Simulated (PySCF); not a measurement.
**F5P, SMILES `FP(F)(F)(F)F`: what the electrons do**

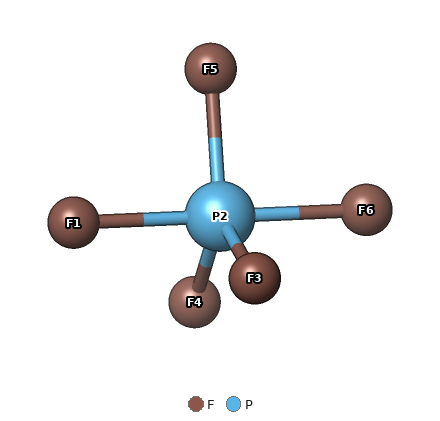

The molecule, with its atoms numbered as below. No frequency check shows the geometry to be a minimum.

Cartesian coordinates (Å):

```
F1      -1.5888    0.0008   -0.0004
P2       0.0000    0.0002   -0.0004
F3       0.0002   -0.4054    1.5055
F4       0.0001   -1.1039   -1.1017
F5      -0.0004    1.5068   -0.4020
F6       1.5889    0.0014   -0.0007
```

## 1. Bonding charge

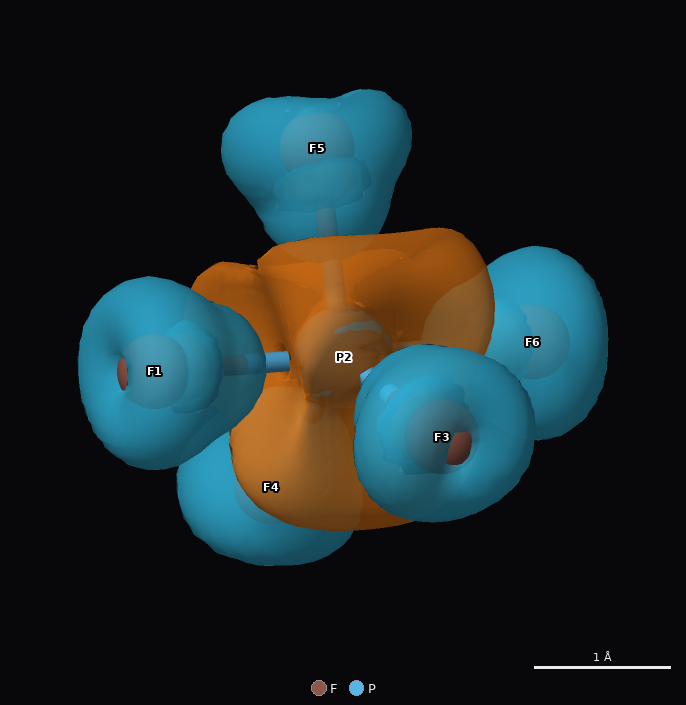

Deformation density (molecule less spherical, spin-averaged free atoms at the same positions), surfaces at ±0.1 e/Å³; light blue: gain, orange: loss.

Level of theory: HF/def2-SVPD (PySCF), at a geometry from GFN2-xTB.

**How much density has each bond gained at its critical point, relative to the free atoms?**

P2–F5, P2–F4 and P2–F3: +0.01 e/Å³ at the bond critical point (bond length 1.56 Å); up to 0.6 Å beside the axis the gain reaches +0.33 e/Å³. P2–F6 and F1–P2: 0.00 e/Å³ at the bond critical point (bond length 1.59 Å); up to 0.6 Å beside the axis the gain reaches +0.34 e/Å³. In all, 1.6 electrons gather in the regions of gain relative to the promolecule. A small or negative value marks a very polar bond, one between electron-rich atoms, whose free-atom densities already overlap strongly, a long bond to a heavier atom, or a closed-shell contact such as a hydrogen bond.

**Where do the Hirshfeld charges lie?**

The highest Hirshfeld charge is on P2 (+0.83 e), the lowest on F1 and F6 (−0.20 e).

## 2. Bond critical points

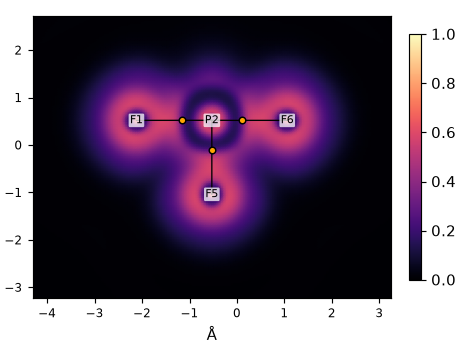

Localised orbital locator (LOL) in the plane of F1, P2, F5 and F6, with bond paths and bond critical points (dots).

**Rank the bonds in the plane by LOL at their critical points.**

P2–F6 and F1–P2: about 0.28; P2–F5: about 0.28. Values above 0.5 mark slow, localised electrons, as in shared pairs; low values at a critical point mark a polar or closed-shell contact whose critical point lies between the shells.

**Where along P2–F6 does the critical point lie?**

0.63 Å from P2 and 0.96 Å from F6.

## 3. Electrostatic potential

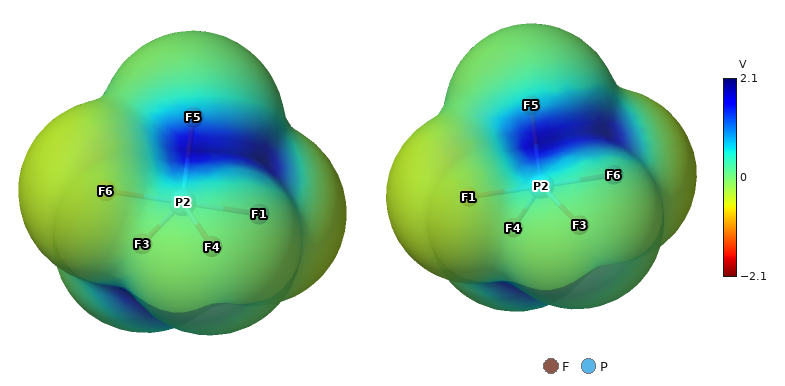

Electrostatic potential on the surface of electron density 0.001 a.u. (back view left, front view right).

**Where are the extremes of the potential on the surface?**

Highest: 2.03 V, near F5 (1.82 Å), F3 (1.83 Å) and P2 (1.94 Å). Lowest: −0.42 V, 1.6 Å from F1, and at like points elsewhere. The surface is sampled at points, so like sites can differ by a few per cent and only the strongest of them is named.

**What volume does the surface enclose, and what is the dipole moment?**

About 77 Å³; the dipole moment is 0.0 D.
